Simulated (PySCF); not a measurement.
| atom | x (Å) | y (Å) | z (Å) |
| --- | --- | --- | --- |
| C | 2.4127 | -0.1298 | -0.5594 |
| C | 0.9683 | -0.0994 | -0.2276 |
| C | 0.3566 | 1.2113 | 0.1097 |
| C | -1.0019 | 1.0915 | 0.7935 |
| C | -1.8671 | 0.1034 | 0.0232 |
| C | -1.2437 | -1.2835 | 0.1012 |
| C | 0.2246 | -1.3164 | -0.2870 |
| O | 0.7498 | -2.3839 | -0.6194 |
| H | 2.6807 | -1.1115 | -0.9429 |
| H | 2.6625 | 0.6395 | -1.2917 |
| H | 3.0121 | 0.0709 | 0.3322 |
| H | 0.2329 | 1.7746 | -0.8263 |
| H | 1.0509 | 1.7950 | 0.7232 |
| H | -1.4804 | 2.0715 | 0.8366 |
| H | -0.8685 | 0.7357 | 1.8172 |
| H | -2.8770 | 0.0779 | 0.4367 |
| H | -1.9389 | 0.4190 | -1.0201 |
| H | -1.3078 | -1.6615 | 1.1268 |
| H | -1.7755 | -1.9950 | -0.5333 |

Geometry: GFN2-xTB.

The calculation used UKS B3LYP, pcH-1 on C H O, non-relativistic, mean-field spin-orbit, GIAO (PySCF).

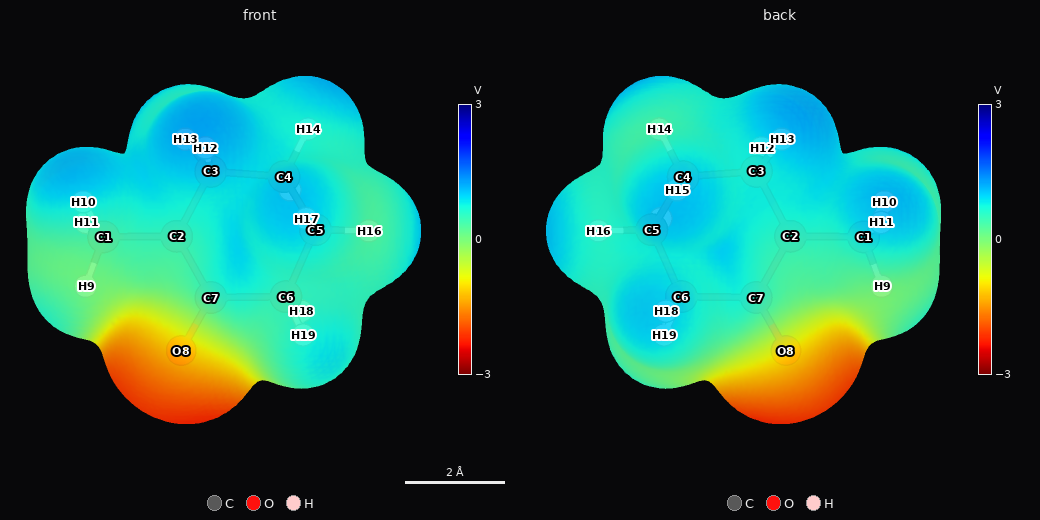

C7H11O (SMILES C[C]1CCCCC1=O) (doublet). The electrostatic potential painted on the density surface at 0.004 e/bohr³, seen from the front and from behind; red is negative and blue positive.

Q: Describe the electrostatic potential map.

A: The most negative region (about −2.2 V) lies over O8, the most positive (about +1.2 V) over H12 and H13. O8 is the likeliest acceptor of a hydrogen bond.
